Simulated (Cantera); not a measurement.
A closed system holds: 1 mol CuO, 240 mol H₂, 1.6 mol H₂O, 0.11 mol N₂, held at 0.390 Torr.

These are equilibrium values from Cantera (NASA tables, ideal gas, pure condensed phases), not measurements of a reactor. Candidate condensed phases: Cu, CuO, Cu(OH)₂, Cu₂O, H₂O; 27 gas species. Rates play no part.

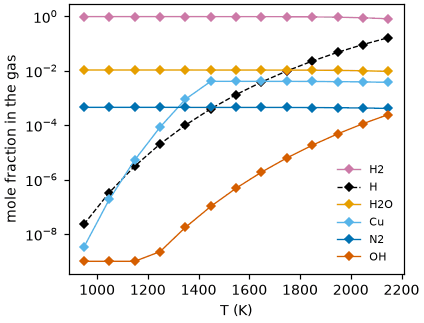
Equilibrium gas composition (values under 1e-9 drawn at 1e-9)

From 948 K to 1348 K the condensed part is Cu(s). From 1448 K to 2148 K nothing is condensed.
